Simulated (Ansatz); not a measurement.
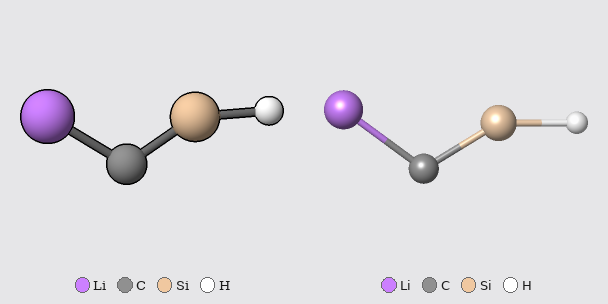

Two views of one molecule.

The computed structure is the end point of a PBE0-D4/def2-TZVP optimisation. No frequency run is at hand to confirm it as a minimum.

Count the atoms of each element.

CHLiSi, 4 atoms: 1 carbon, 1 hydrogen, 1 lithium and 1 silicon.

Which point group does it belong to?

Cs.

Count the bonded pairs by element.

1 C–Li, 1 C–Si, 1 Si–H. Sticks follow a distance rule.

More results for the same structure follow; atom numbers are the same in all pictures, views and colours differ.

### Geometry

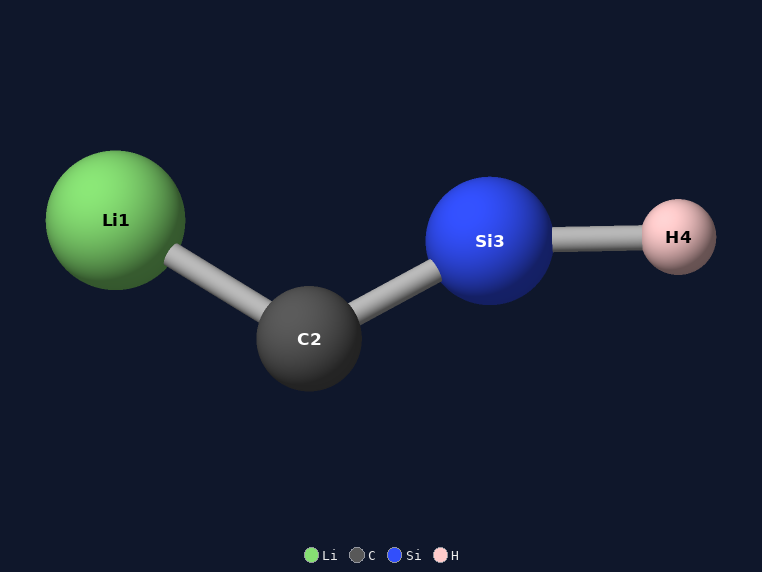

The atoms are numbered. No frequency run is at hand to confirm it as a minimum.

Which atoms are bonded, and how long are the bonds?

```tsv
bond	length (Å)
Li1–C2	1.893
C2–Si3	1.663
Si3–H4	1.495
```

### Electronic properties

No frequency run is at hand to confirm it as a minimum. Method: RKS PBE0-D4/def2-TZVPP (Ansatz 0.2.0).

Give the LUMO energy (Kohn–Sham orbital) at this level.

−1.48 eV.

What is the HOMO energy (Kohn–Sham orbital)?

−5.54 eV.

### Dipole moment

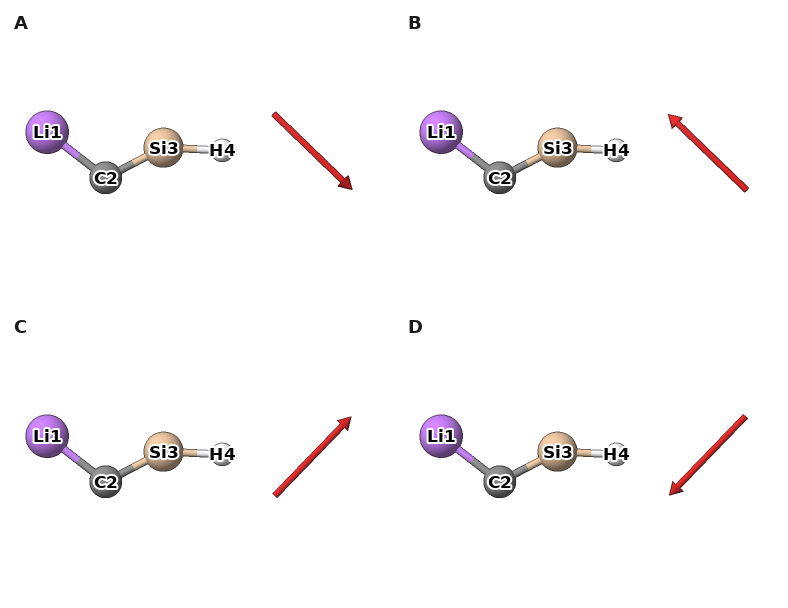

The same molecule four times, each with an arrow. No frequency run is at hand to confirm it as a minimum. Method: RKS PBE0-D4/def2-TZVP (Ansatz 0.2.0).

Which arrow points along the dipole moment, from the negative to the positive end?

B. The dipole moment is 5.08 D; it points from the side of H4 to the side of Li1 (the outermost atoms at the two ends).

### Charges

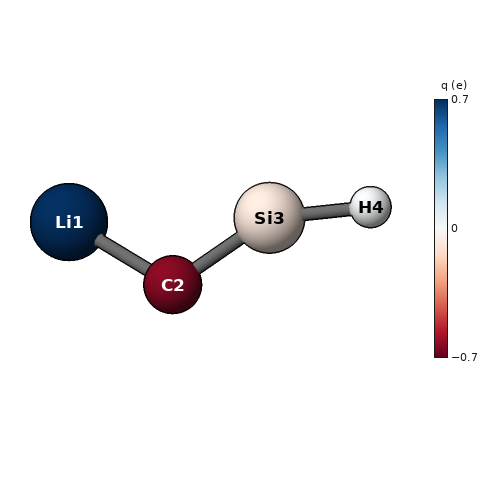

Atoms are coloured by their Mulliken charges. No frequency run is at hand to confirm it as a minimum. Properties computed with RKS PBE0-D4/def2-TZVP (Ansatz 0.2.0).

Give the Mulliken charges atom by atom.

| atom | value (e) |
| --- | --- |
| Li1 | 0.70 |
| C2 | −0.63 |
| Si3 | −0.08 |
| H4 | 0.02 |

Mulliken values depend strongly on the basis set and can even reverse the polarity of a bond.
